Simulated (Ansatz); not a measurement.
# Calculations on BNH$_{4}$OClF

Part 1: Relaxation

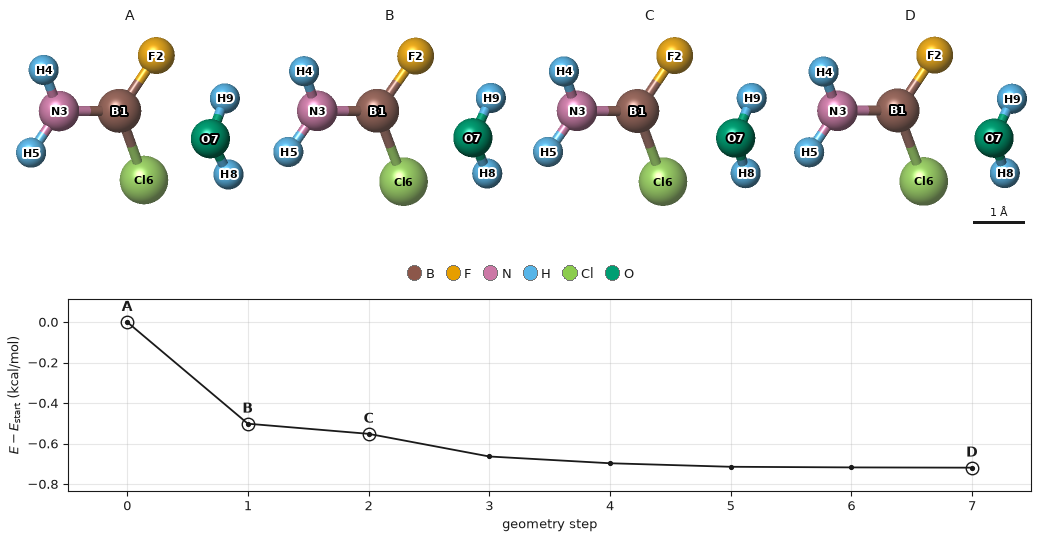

Frames of a relaxation of BNH₄OClF, marked on the history of the run. Style: ball-and-stick. Shown from a free direction.

The run prepares an end point of a later path (reaction) calculation, from a guessed geometry.

Theory: RKS r2SCANh-D4/def2-SVP in Ansatz.

The input:
```yaml
crystal:
  periodic: [false, false, false]
  atoms:
    - { symbol: B, position_ang: [0.077922, -0.222613, -0.158234] }
    - { symbol: F, position_ang: [0.011977, -0.601329, 1.116879] }
    - { symbol: "N", position_ang: [1.294802, -0.166237, -0.823025] }
    - { symbol: H, position_ang: [2.157105, -0.355413, -0.330144] }
    - { symbol: H, position_ang: [1.386567, 0.167119, -1.770814] }
    - { symbol: Cl, position_ang: [-1.46598, -0.039525, -1.035483] }
    - { symbol: O, position_ang: [-0.198289, 2.108885, 0.985652] }
    - { symbol: H, position_ang: [-1.074892, 2.232936, 0.60031] }
    - { symbol: H, position_ang: [-0.356912, 1.417278, 1.666659] }
basis:
  gaussian: { orbitals: def2-SVP }
hamiltonian:
  xc: r2scanh
  dispersion: d4
relax:
  f_tol: 0.03
  max_steps: 50
output:
  orbitals: {}
```

Launched with:
```bash
ansatz run input.yaml --threads 4 --pin off --max-ram 5120MiB --backend cpu --events-out ev --progress --plain --runs-dir out
```

**Describe the path.**

Over 7 geometry steps the energy falls by 0.72 kcal/mol. Largest force component: 0.74 eV/Å at the start, 0.02 eV/Å at the end. The atom that moves furthest after the best rigid fit is H9 (0.17 Å). By element the largest moves are H 0.17 Å, O 0.08 Å, F 0.06 Å, B 0.05 Å, Cl 0.05 Å, N 0.04 Å. Some distances before and after: O7–H9 0.983 → 0.963 Å. The run took 24 s on 4 threads of Intel(R) Xeon(R) Platinum 8259CL CPU @ 2.50GHz (Skylake/Cascade Lake), on a shared host, peak memory 0.23 GiB. From step 0 to 1: H9 moves most (0.14 Å), energy −0.50 kcal/mol. From step 1 to 2: O7 moves most (0.07 Å), energy −0.05 kcal/mol. From step 2 to 7: O7 moves most (0.04 Å), energy −0.17 kcal/mol.

| step | E − E(0), kcal/mol | largest force component, eV/Å |
| --- | --- | --- |
| 0 | 0.00 | 0.7429 |
| 1 | -0.50 | 0.3771 |
| 2 | -0.55 | 0.4864 |
| 3 | -0.66 | 0.2227 |
| 4 | -0.70 | 0.1503 |
| 5 | -0.71 | 0.0446 |
| 6 | -0.72 | 0.0306 |
| 7 | -0.72 | 0.0196 |

Part 2: Relaxation

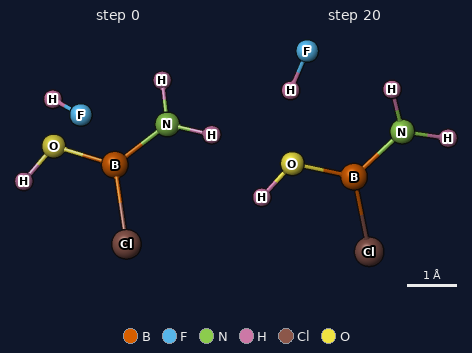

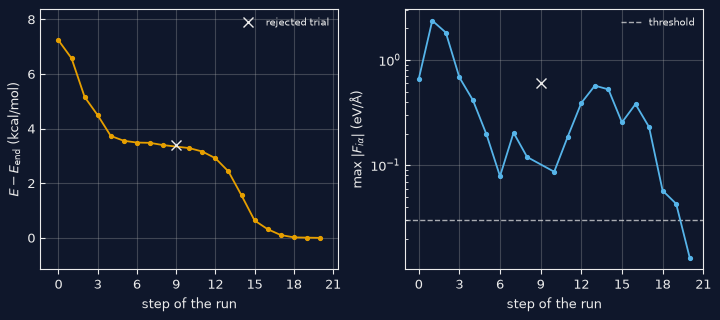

First and last geometry of a relaxation of BNH₄OClF, with the history of the run. Style: ball-and-stick. Shown at a tilt.

The run prepares an end point of a later path (reaction) calculation, from a guessed geometry.

Method: RKS r2SCANh-D4/def2-SVP (Ansatz).

Input
```yaml
crystal:
  periodic: [false, false, false]
  atoms:
    - { symbol: B, position_ang: [-0.066325, 0.547394, -0.458984] }
    - { symbol: F, position_ang: [0.030883, -0.158232, 1.96933] }
    - { symbol: "N", position_ang: [1.217062, 0.117621, -0.787978] }
    - { symbol: H, position_ang: [1.410055, -0.812094, -1.120948] }
    - { symbol: H, position_ang: [2.031817, 0.685226, -0.604173] }
    - { symbol: Cl, position_ang: [-1.489353, -0.447776, -0.886365] }
    - { symbol: O, position_ang: [-0.262323, 1.815544, 0.075719] }
    - { symbol: H, position_ang: [-1.198378, 2.037247, 0.10456] }
    - { symbol: H, position_ang: [0.158862, 0.756169, 1.96064] }
basis:
  gaussian: { orbitals: def2-SVP }
hamiltonian:
  xc: r2scanh
  dispersion: d4
relax:
  f_tol: 0.03
  max_steps: 50
```

Launched with:
```bash
ansatz run input.yaml --threads 4 --pin off --max-ram 5120MiB --backend cpu --events-out ev --progress --plain --runs-dir out
```

**What do the curves and the structures tell?**

It converged. The largest move after the best rigid fit is that of F2, 1.55 Å. Largest moves by element: F 1.55 Å, Cl 1.50 Å, H 1.26 Å, O 0.89 Å, N 0.40 Å, B 0.26 Å. Some distances before and after: F2–H9 0.923 → 0.941 Å, B1–O7 1.390 → 1.380 Å, B1–N3 1.393 → 1.387 Å, N3–H5 1.010 → 1.015 Å. Bond angles that change, for instance: B1–O7–H8 111.0° → 114.3°. Over 19 accepted moves (20 points after the start) the energy falls by 7.23 kcal/mol. The largest force component goes from 0.66 to 0.013 eV/Å. The line search rejected the trial step at point 9 of the run. Cost: 58 s on 4 threads of Intel(R) Xeon(R) Platinum 8259CL CPU @ 2.50GHz (Skylake/Cascade Lake), with other jobs on the host, peak memory 0.24 GiB.

Limits of the set-up: the start holds two separate molecules, 2.2 Å apart at their closest, whose relative position is a soft coordinate.

Part 3: Path

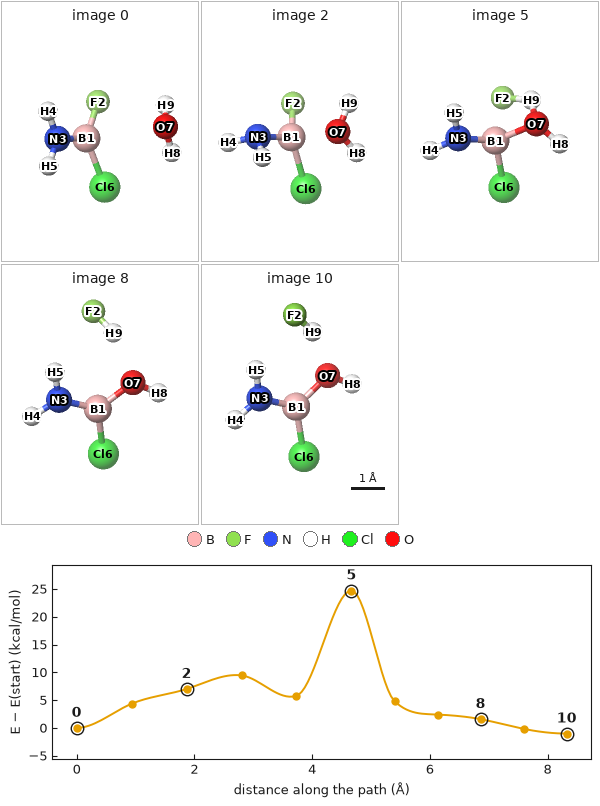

A nudged-elastic-band calculation for BNH₄OClF, made up at the start of BNH2ClF and H2O. Images are numbered from 0 (start) to 10 (end). Style: ball-and-stick. Shown from a free direction.

Computed with RKS r2SCANh-D4/def2-SVP in Ansatz. Settings: 9 movable images; climbing image; force threshold 0.05 eV/Å; iteration limit 59; starting path through a guess of the saddle point.

**What happens along the path, and what is the barrier?**

The energy climbs by 24.7 kcal/mol to image 5 and then falls by 25.7 kcal/mol, so the end point sits at −1.0 kcal/mol. The profile has 2 maxima (images 3, 5) with a dip at image 4 (+5.8 kcal/mol), so the process runs in steps. The path has more than one stage, and so few images may leave a stage unresolved. Breaking: B1–F2 (1.33 → 1.71 at the top → 3.15 Å), O7–H9 (0.96 → 1.19 at the top → 1.69 Å). Forming: B1–O7 (2.73 → 1.52 at the top → 1.38 Å), F2–H9 (2.34 → 1.18 at the top → 0.94 Å). The band converged in 24 iterations. The largest component of the band force went from 26 to 0.031 eV/Å. The climbing image converged on the top of the path. Its vibrational analysis gives one imaginary mode (930i cm⁻¹), as a transition state must have.

Limits of the set-up: the start holds two separate molecules, 2.3 Å apart at their closest, whose relative position is a soft coordinate.
